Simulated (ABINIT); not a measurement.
# Completion of the band sum in GW: CdH2O2 (P-3m1), part 2 of 2

Aim: few bands, with and without a completion of the sum over empty states, for CdH2O2 (P-3m1).

ABINIT 10.8.3; PBEsol and many-body steps on it, plane waves. Known limits of the many-body steps: not at the basis limit; d shell near the gap, gap tends to lie low; no spin-orbit coupling; coarse k mesh.

So far. Step 3 (Screening, 3×3×2 mesh, 54 bands, screening to 122.5 eV): Local fields lower ε∞ by 6 %. On a Γ-centred mesh this coarse the value itself is usually too large, while a short band sum pulls it down. Step 4 (54 bands): The gap on the mesh goes from 1.70 eV to 3.35 eV, a correction of +1.64 eV.

**6. 25 bands**

This step: G0W0 on PBEsol, plane waves, norm-conserving pseudopotentials.

Contents of run.abi:

```
acell 3*1.0 Angstrom
rprim 
  3.515525964753 0.000000000011 0.000000000000
  -1.757762982386 3.044534793135 0.000000000000
  0.000000000000 0.000000000000 4.642979290000
ntypat 3
znucl 48 1 8
natom 5
typat 1 2 2 3 3
xred 
  0.000000000000 0.000000000000 0.000000000000
  0.666666666667 0.333333333333 0.550960720000
  0.333333333333 0.666666666667 0.449039280000
  0.666666666667 0.333333333333 0.759372000000
  0.333333333333 0.666666666667 0.240628000000
pp_dirpath "pseudos"
pseudos "Cd.upf, H.upf, O.upf"
ecut 47
ngkpt 3 3 2
nshiftk 1
shiftk 0 0 0
kptopt 1
chksymbreak 0
istwfk *1
occopt 1
irdwfk 1
optdriver 4
nband 25
gwcalctyp 0
ecutsigx 47
symsigma 1
nkptgw 2
kptgw 
  0.0000000000 0.0000000000 0.5000000000
  0.0000000000 0.0000000000 0.0000000000
bdgw 
  16 19
  16 19
ecuteps 4.5
irdscr 1
ppmodel 1
indata_prefix "in"
outdata_prefix "out"
tmpdata_prefix "tmp"
```

The run is started by

```sh
$ OMP_NUM_THREADS=1 mpirun -n 4 abinit run.abi > log
```

Numbers of over 12 decimals in the logs are rounded to 6 here.

Log:

```text
.Version 10.8.3 of ABINIT. v10.8.2 released Aug 2026.

 Symmetries : space group P-3 m 1 (#164); Bravais hP (primitive hexag.)
[... echo of the input left out ...]
== DATASET  1 ==================================================================
-   mpi_nproc: 4, omp_nthreads: 1 (-1 if OMP is not activated)

--- !DatasetInfo
iteration_state: {dtset: 1, }
dimensions: {natom: 5, nkpt: 6, mband: 25, nsppol: 1, nspinor: 1, nspden: 1, mpw: 5160, }
cutoff_energies: {ecut:  47.0, pawecutdg:  -1.0, }
electrons: {nelect:   3.40000000E+01, charge:   0.00000000E+00, occopt:   1.00000000E+00, tsmear:   1.00000000E-02, }

 SIGMA: Calculation of the GW corrections

 Based on a program developped by R.W. Godby, V. Olevano, G. Onida, and L. Reining.
 Incorporated in ABINIT by V. Olevano, G.-M. Rignanese, and M. Torrent.
.Using double precision arithmetic ; gwpc =  8

[... cell and pseudopotentials left out ...]
--------------------------------------------------------------------------------

 ==== K-mesh for the wavefunctions ====
 Number of points in the irreducible wedge :     6
[... list of points left out ...]
 Together with 12 symmetry operations and time-reversal symmetry
 yields    18 points in the full Brillouin Zone.

 ==== Q-mesh for screening function ====
 Number of points in the irreducible wedge :     6
[... list of points left out ...]
 Together with 12 symmetry operations and time-reversal symmetry
 yields    18 points in the full Brillouin Zone.

 vcoul_init : cutoff-mode = AUXILIARY_FUNCTION
 q-points for optical limit:   1
     1)      0.000010    0.000020    0.000030
 setmesh: FFT mesh size selected  =    36x   36x   60
          total number of points  =        77760

 Number of electrons calculated from density =   34.0000; Expected =   34.0000
[...]
number of omega for Sigma on real axis              0
 max omega for Sigma on real axis  [eV]           0.00
 zcut for avoiding poles [eV]                     0.10

 EPSILON^-1 parameters (SCR file):
 dimension of the eps^-1 matrix on file            159
 dimension of the eps^-1 matrix used               159
 number of plane-waves for wavefunctions          5133
 number of bands                                    25
 number of q-points in IBZ                           6
 number of frequencies                               2
 number of real frequencies                          1
 number of imag frequencies                          1

 matrix elements of self-energy operator (all in [eV])

 Perturbative Calculation

--- !SelfEnergy_ee
iteration_state: {dtset: 1, }
kpoint     : [   0.000,    0.000,    0.500, ]
spin       : 1
KS_gap     :    4.351
QP_gap     :    6.705
Delta_QP_KS:    2.353
data: !SigmaeeData |
     Band     E0 <VxcDFT>   SigX SigC(E0)      Z dSigC/dE  Sig(E)    E-E0       E
       16   3.042 -21.600 -27.187   4.950   0.770  -0.298 -22.091  -0.490   2.551
       17   3.042 -21.600 -27.187   4.950   0.770  -0.298 -22.091  -0.490   2.551
       18   7.393 -10.891  -6.212  -2.461   0.840  -0.190  -9.028   1.863   9.256
[...]
--- !SelfEnergy_ee
iteration_state: {dtset: 1, }
kpoint     : [   0.000,    0.000,    0.000, ]
spin       : 1
KS_gap     :    1.983
QP_gap     :    4.362
Delta_QP_KS:    2.379
data: !SigmaeeData |
     Band     E0 <VxcDFT>   SigX SigC(E0)      Z dSigC/dE  Sig(E)    E-E0       E
[...]
18   4.745 -12.230  -7.885  -2.165   0.839  -0.192 -10.402   1.828   6.574
       19   9.234  -9.581  -4.726  -2.504   0.852  -0.174  -7.578   2.003  11.237

== END DATASET(S) ==============================================================
================================================================================

 -outvars: echo values of variables after computation  --------
           etotal      0.0000000000E+00
            nband          25
             nkpt           6
          spgroup         164
 [... the other variables as echoed above ...]

 Calculation completed.
```

Run time: 3.5 s. Hardware: 4 MPI ranks of Arm Neoverse V1, shared host; peak memory 0.54 GiB; 14 s of CPU time.

Numbers from this step:

```
G0W0 gap on the points computed              : 4.023 eV
starting gap on the mesh                     : 1.704 eV
k of the valence top                         : 0, 0, 0.5
k of the conduction bottom                   : 0, 0, 0
Z at the valence top                         : 0.77
Z at the conduction bottom                   : 0.839
least direct G0W0 gap on the computed points : 4.362 eV
```

Against G0W0 in ABINIT (3×3×2 mesh, 54 bands, screening to 122.5 eV, Godby-Needs plasmon pole), the gap moves by +0.676 eV.

**7. Screening, 3×3×2 mesh, 25 bands, screening to 122.5 eV**

This step: RPA screening on PBEsol, plane waves, norm-conserving pseudopotentials.

run.abi, as its differences from that of step 6:

```diff
@@ -26,17 +26,10 @@
 irdwfk 1
-optdriver 4
+optdriver 3
 nband 25
-gwcalctyp 0
-ecutsigx 47
-symsigma 1
-nkptgw 2
-kptgw 
-  0.0000000000 0.0000000000 0.5000000000
-  0.0000000000 0.0000000000 0.0000000000
-bdgw 
-  16 19
-  16 19
 ecuteps 4.5
-irdscr 1
-ppmodel 1
+inclvkb 2
+awtr 1
+symchi 1
+gwcomp 1
+gwencomp 1.5
 indata_prefix "in"
```

Log:

```text
.Version 10.8.3 of ABINIT. v10.8.2 released Aug 2026.

 Symmetries : space group P-3 m 1 (#164); Bravais hP (primitive hexag.)
[... echo of the input left out ...]
== DATASET  1 ==================================================================
-   mpi_nproc: 4, omp_nthreads: 1 (-1 if OMP is not activated)

--- !DatasetInfo
iteration_state: {dtset: 1, }
dimensions: {natom: 5, nkpt: 6, mband: 25, nsppol: 1, nspinor: 1, nspden: 1, mpw: 5160, }
cutoff_energies: {ecut:  47.0, pawecutdg:  -1.0, }
[...]
--------------------------------------------------------------------------------
[... chi0 elements left out ...]
 For q-point:  0.000010 0.000020 0.000030
  dielectric constant =   3.6862
  dielectric constant without local fields =   3.8215

  Average fulfillment of the sum rule on Im[epsilon] for q-point    1 :     94.93  [%]
[... wings left out ...]
  q-point number  2        q = ( 0.333333, 0.000000, 0.000000) [r.l.u.]
--------------------------------------------------------------------------------
[... chi0 elements left out ...]
  Average fulfillment of the sum rule on Im[epsilon] for q-point    2 :    106.57  [%]

 [... 4 further q-points ...]
```

Run time: 8.3 s. Hardware: 4 MPI ranks; peak memory 0.58 GiB.

Numbers from this step:

```
ε∞ with local fields, on this mesh, along the program's q direction : 3.686
the same without local fields                                       : 3.821
plasma frequency                                                    : 30.71 eV
plane waves in the screening matrix                                 : 159
```

**8. 25 bands, completed**

This step: G0W0 on PBEsol, plane waves, norm-conserving pseudopotentials.

run.abi, as its differences from that of step 7:

```diff
@@ -26,8 +26,17 @@
 irdwfk 1
-optdriver 3
+optdriver 4
 nband 25
+gwcalctyp 0
+ecutsigx 47
+symsigma 1
+nkptgw 2
+kptgw 
+  0.0000000000 0.0000000000 0.5000000000
+  0.0000000000 0.0000000000 0.0000000000
+bdgw 
+  16 19
+  16 19
 ecuteps 4.5
-inclvkb 2
-awtr 1
-symchi 1
+irdscr 1
+ppmodel 1
 gwcomp 1
```

Log:

```text
.Version 10.8.3 of ABINIT. v10.8.2 released Aug 2026.

 Symmetries : space group P-3 m 1 (#164); Bravais hP (primitive hexag.)
[... echo of the input left out ...]
== DATASET  1 ==================================================================
-   mpi_nproc: 4, omp_nthreads: 1 (-1 if OMP is not activated)

--- !DatasetInfo
iteration_state: {dtset: 1, }
dimensions: {natom: 5, nkpt: 6, mband: 25, nsppol: 1, nspinor: 1, nspden: 1, mpw: 5160, }
cutoff_energies: {ecut:  47.0, pawecutdg:  -1.0, }
[...]
Band     E0 <VxcDFT>   SigX SigC(E0)      Z dSigC/dE  Sig(E)    E-E0       E
[...]
18   4.745 -12.230  -7.885  -3.371   0.847  -0.180 -11.405   0.825   5.571
       19   9.234  -9.581  -4.726  -3.693   0.862  -0.160  -8.579   1.002  10.237

== END DATASET(S) ==============================================================
================================================================================

 -outvars: echo values of variables after computation  --------
           etotal      0.0000000000E+00
            nband          25
             nkpt           6
          spgroup         164
 [... the other variables as echoed above ...]

 Calculation completed.
```

Run time: 3.6 s. Hardware: 4 MPI ranks; peak memory 0.54 GiB; 14 s of CPU time.

This step gave:

```
G0W0 gap on the points computed              : 3.835 eV
starting gap on the mesh                     : 1.704 eV
k of the valence top                         : 0, 0, 0.5
k of the conduction bottom                   : 0, 0, 0
least direct G0W0 gap on the computed points : 4.162 eV
```

Against G0W0 in ABINIT (3×3×2 mesh, 54 bands, screening to 122.5 eV, Godby-Needs plasmon pole), the gap moves by +0.488 eV.

**9. Screening, 3×3×2 mesh, 30 bands, screening to 122.5 eV**

This step: RPA screening on PBEsol, plane waves, norm-conserving pseudopotentials.

run.abi, as its differences from that of step 8:

```diff
@@ -26,19 +26,8 @@
 irdwfk 1
-optdriver 4
-nband 25
-gwcalctyp 0
-ecutsigx 47
-symsigma 1
-nkptgw 2
-kptgw 
-  0.0000000000 0.0000000000 0.5000000000
-  0.0000000000 0.0000000000 0.0000000000
-bdgw 
-  16 19
-  16 19
+optdriver 3
+nband 30
 ecuteps 4.5
-irdscr 1
-ppmodel 1
-gwcomp 1
-gwencomp 1.5
+inclvkb 2
+awtr 1
+symchi 1
 indata_prefix "in"
```

Log:

```text
.Version 10.8.3 of ABINIT. v10.8.2 released Aug 2026.

 Symmetries : space group P-3 m 1 (#164); Bravais hP (primitive hexag.)
[... echo of the input left out ...]
== DATASET  1 ==================================================================
-   mpi_nproc: 4, omp_nthreads: 1 (-1 if OMP is not activated)

--- !DatasetInfo
iteration_state: {dtset: 1, }
dimensions: {natom: 5, nkpt: 6, mband: 30, nsppol: 1, nspinor: 1, nspden: 1, mpw: 5160, }
cutoff_energies: {ecut:  47.0, pawecutdg:  -1.0, }
[...]
--------------------------------------------------------------------------------
[... chi0 elements left out ...]
 For q-point:  0.000010 0.000020 0.000030
  dielectric constant =   3.7653
  dielectric constant without local fields =   3.9460

  Average fulfillment of the sum rule on Im[epsilon] for q-point    1 :     15.16  [%]
[... wings left out ...]
  q-point number  2        q = ( 0.333333, 0.000000, 0.000000) [r.l.u.]
--------------------------------------------------------------------------------
[... chi0 elements left out ...]
  Average fulfillment of the sum rule on Im[epsilon] for q-point    2 :     21.40  [%]

 [... 4 further q-points ...]
```

Elapsed: 5.4 s, on 4 MPI ranks; peak memory 0.59 GiB.

This step gave:

| Quantity | Value |
| --- | --- |
| ε∞ with local fields, on this mesh, along the program's q direction | 3.765 |
| the same without local fields | 3.946 |
| plasma frequency | 30.71 eV |
| plane waves in the screening matrix | 159 |

**10. 30 bands**

This step: G0W0 on PBEsol, plane waves, norm-conserving pseudopotentials.

run.abi, as its differences from that of step 9:

```diff
@@ -26,8 +26,17 @@
 irdwfk 1
-optdriver 3
+optdriver 4
 nband 30
+gwcalctyp 0
+ecutsigx 47
+symsigma 1
+nkptgw 2
+kptgw 
+  0.0000000000 0.0000000000 0.5000000000
+  0.0000000000 0.0000000000 0.0000000000
+bdgw 
+  16 19
+  16 19
 ecuteps 4.5
-inclvkb 2
-awtr 1
-symchi 1
+irdscr 1
+ppmodel 1
 indata_prefix "in"
```

Log:

```text
.Version 10.8.3 of ABINIT. v10.8.2 released Aug 2026.

 Symmetries : space group P-3 m 1 (#164); Bravais hP (primitive hexag.)
[... echo of the input left out ...]
== DATASET  1 ==================================================================
-   mpi_nproc: 4, omp_nthreads: 1 (-1 if OMP is not activated)

--- !DatasetInfo
iteration_state: {dtset: 1, }
dimensions: {natom: 5, nkpt: 6, mband: 30, nsppol: 1, nspinor: 1, nspden: 1, mpw: 5160, }
cutoff_energies: {ecut:  47.0, pawecutdg:  -1.0, }
[...]
Band     E0 <VxcDFT>   SigX SigC(E0)      Z dSigC/dE  Sig(E)    E-E0       E
[...]
18   4.745 -12.230  -7.885  -2.429   0.841  -0.189 -10.619   1.611   6.357
       19   9.234  -9.581  -4.726  -2.834   0.852  -0.173  -7.858   1.723  10.957

== END DATASET(S) ==============================================================
================================================================================

 -outvars: echo values of variables after computation  --------
           etotal      0.0000000000E+00
            nband          30
             nkpt           6
          spgroup         164
 [... the other variables as echoed above ...]

 Calculation completed.
```

Run time: 3.6 s. Hardware: 4 MPI ranks; peak memory 0.54 GiB; 14 s of CPU time.

This step gave:

```yaml
g0w0_gap_on_the_points_computed: 3.734 eV
starting_gap_on_the_mesh: 1.704 eV
k_of_the_valence_top: 0, 0, 0.5
k_of_the_conduction_bottom: 0, 0, 0
least_direct_g0w0_gap_on_the_computed_points: 4.077 eV
```

Against G0W0 in ABINIT (3×3×2 mesh, 54 bands, screening to 122.5 eV, Godby-Needs plasmon pole), the gap moves by +0.387 eV.

**11. Screening, 3×3×2 mesh, 30 bands, screening to 122.5 eV**

This step: RPA screening on PBEsol, plane waves, norm-conserving pseudopotentials.

run.abi, as its differences from that of step 10:

```diff
@@ -26,17 +26,10 @@
 irdwfk 1
-optdriver 4
+optdriver 3
 nband 30
-gwcalctyp 0
-ecutsigx 47
-symsigma 1
-nkptgw 2
-kptgw 
-  0.0000000000 0.0000000000 0.5000000000
-  0.0000000000 0.0000000000 0.0000000000
-bdgw 
-  16 19
-  16 19
 ecuteps 4.5
-irdscr 1
-ppmodel 1
+inclvkb 2
+awtr 1
+symchi 1
+gwcomp 1
+gwencomp 1.5
 indata_prefix "in"
```

Log:

```text
.Version 10.8.3 of ABINIT. v10.8.2 released Aug 2026.

 Symmetries : space group P-3 m 1 (#164); Bravais hP (primitive hexag.)
[... echo of the input left out ...]
== DATASET  1 ==================================================================
-   mpi_nproc: 4, omp_nthreads: 1 (-1 if OMP is not activated)

--- !DatasetInfo
iteration_state: {dtset: 1, }
dimensions: {natom: 5, nkpt: 6, mband: 30, nsppol: 1, nspinor: 1, nspden: 1, mpw: 5160, }
cutoff_energies: {ecut:  47.0, pawecutdg:  -1.0, }
[...]
--------------------------------------------------------------------------------
[... chi0 elements left out ...]
 For q-point:  0.000010 0.000020 0.000030
  dielectric constant =   3.7813
  dielectric constant without local fields =   3.9460

  Average fulfillment of the sum rule on Im[epsilon] for q-point    1 :     98.01  [%]
[... wings left out ...]
  q-point number  2        q = ( 0.333333, 0.000000, 0.000000) [r.l.u.]
--------------------------------------------------------------------------------
[... chi0 elements left out ...]
  Average fulfillment of the sum rule on Im[epsilon] for q-point    2 :    107.04  [%]

 [... 4 further q-points ...]
```

Elapsed: 9.1 s, on 4 MPI ranks; peak memory 0.58 GiB; 36 s of CPU time.

Numbers from this step:

* ε∞ with local fields, on this mesh, along the program's q direction: 3.781
* the same without local fields: 3.946
* plasma frequency: 30.71 eV
* plane waves in the screening matrix: 159

**12. 30 bands, completed**

This step: G0W0 on PBEsol, plane waves, norm-conserving pseudopotentials.

run.abi, as its differences from that of step 11:

```diff
@@ -26,8 +26,17 @@
 irdwfk 1
-optdriver 3
+optdriver 4
 nband 30
+gwcalctyp 0
+ecutsigx 47
+symsigma 1
+nkptgw 2
+kptgw 
+  0.0000000000 0.0000000000 0.5000000000
+  0.0000000000 0.0000000000 0.0000000000
+bdgw 
+  16 19
+  16 19
 ecuteps 4.5
-inclvkb 2
-awtr 1
-symchi 1
+irdscr 1
+ppmodel 1
 gwcomp 1
```

Log:

```text
.Version 10.8.3 of ABINIT. v10.8.2 released Aug 2026.

 Symmetries : space group P-3 m 1 (#164); Bravais hP (primitive hexag.)
[... echo of the input left out ...]
== DATASET  1 ==================================================================
-   mpi_nproc: 4, omp_nthreads: 1 (-1 if OMP is not activated)

--- !DatasetInfo
iteration_state: {dtset: 1, }
dimensions: {natom: 5, nkpt: 6, mband: 30, nsppol: 1, nspinor: 1, nspden: 1, mpw: 5160, }
cutoff_energies: {ecut:  47.0, pawecutdg:  -1.0, }
[...]
Band     E0 <VxcDFT>   SigX SigC(E0)      Z dSigC/dE  Sig(E)    E-E0       E
[...]
18   4.745 -12.230  -7.885  -3.430   0.847  -0.181 -11.455   0.775   5.521
       19   9.234  -9.581  -4.726  -3.811   0.859  -0.164  -8.684   0.897  10.131

== END DATASET(S) ==============================================================
================================================================================

 -outvars: echo values of variables after computation  --------
           etotal      0.0000000000E+00
            nband          30
             nkpt           6
          spgroup         164
 [... the other variables as echoed above ...]

 Calculation completed.
```

The job ended after 3.8 s (4 MPI ranks; peak memory 0.54 GiB).

Numbers from this step:

```yaml
g0w0_gap_on_the_points_computed: 3.692 eV
starting_gap_on_the_mesh: 1.704 eV
k_of_the_valence_top: 0, 0, 0.5
k_of_the_conduction_bottom: 0, 0, 0
least_direct_g0w0_gap_on_the_computed_points: 4.02 eV
```

Against G0W0 in ABINIT (3×3×2 mesh, 54 bands, screening to 122.5 eV, Godby-Needs plasmon pole), the gap moves by +0.345 eV.

**13. The runs together**

Times are wall times on 4 MPI ranks of Arm Neoverse V1, shared host, good to a factor of about two. A run's time includes the screening step that it read.

```tsv
run	mesh	bands	screening cutoff (eV)	DFT gap (eV)	gap on the mesh (eV)	direct (eV)	ε∞ used	time
54 bands	3×3×2	54	122.5	1.704	3.347	3.693	3.91	13 s
25 bands	3×3×2	25	122.5	1.704	4.023	4.362	3.67	7.7 s
25 bands, completed	3×3×2	25	122.5	1.704	3.835	4.162	3.69	12 s
30 bands	3×3×2	30	122.5	1.704	3.734	4.077	3.77	9.1 s
30 bands, completed	3×3×2	30	122.5	1.704	3.692	4.020	3.78	13 s
```

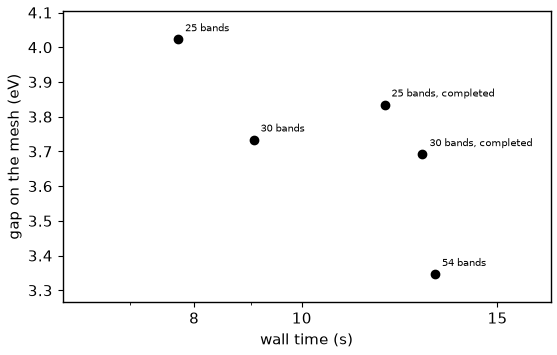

Result against wall time.

**14. Results**

| Quantity | Value |
| --- | --- |
| 54 bands | 3.347 eV |
| 25 bands | 4.023 eV |
| 25 bands, completed | 3.835 eV |
| 30 bands | 3.734 eV |
| 30 bands, completed | 3.692 eV |

**Reading.** 25 bands: +0.676 eV against 54 bands. 25 bands, completed: +0.488 eV against 54 bands. 30 bands: +0.387 eV against 54 bands. 30 bands, completed: +0.345 eV against 54 bands. The row with most bands is itself short of the limit, so it is no exact reference, and agreement of a truncated run with it can be a cancellation between the edges. In the G0W0 runs levels were corrected at 2 k points alone, so a gap called «on the mesh» is the least over those, and an edge elsewhere would be missed. The 3×3×2 mesh is coarse for this cell, which bears on the long-range parts of exchange and screening. A d shell, filled or nearly so, lies near the gap. One-shot GW converges very slowly in bands there, not always from below, and on a semilocal start the gap tends to come out low; starts rich in exact exchange can overshoot instead. The many-body steps are scalar-relativistic: spin-orbit coupling is not in them.

[Paths, hosts, dates, memory and timing lines, banners, echoed tables and standing remarks are left out of the program output.]

[Logs are printed without paths, hosts, clocks, repeated set-up lines and the standing remarks that a program may print on its own settings, such as how far it seeks lower states.]

[Runs of the session that timed out or met a known fault of the program may be left out.]

[Hosts, paths, dates, database ids (printed as entryN), source tags and the programs' standing remarks are cut or masked in the printed files.]

[G0W0 gaps are taken among the corrected bands and points alone; a level outside them can change the order at an edge.]

[Where Ansatz stands beside ABINIT at settings called matched, ABINIT's density can come from a denser mesh and the files from another edition; pairs whose starting gaps differed by over 0.03 eV were left out, so agreement reads better than it is.]
